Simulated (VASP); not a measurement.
Band structure of Zr (hcp). These are LDA (Ceperley-Alder, Perdew-Zunger) with spin-orbit coupling, VASP's LDA PAW potentials (set 64) (plane waves; VASP 6.6.1) values and carry that method's errors.

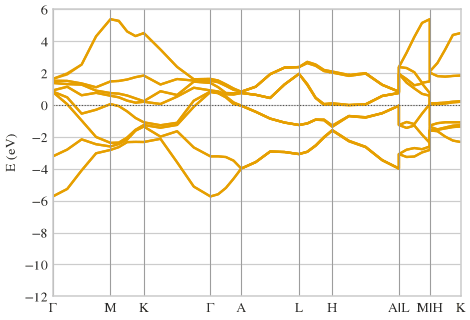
Bands along high-symmetry lines, zero at the valence-band maximum or, without a gap, the Fermi level

Read the plot: is there a gap, and where are the band edges?

It has no gap at this level: it comes out as a metal or semimetal.

The compound is Zr in the hcp structure. It was relaxed first, which changed the volume by -6 %.
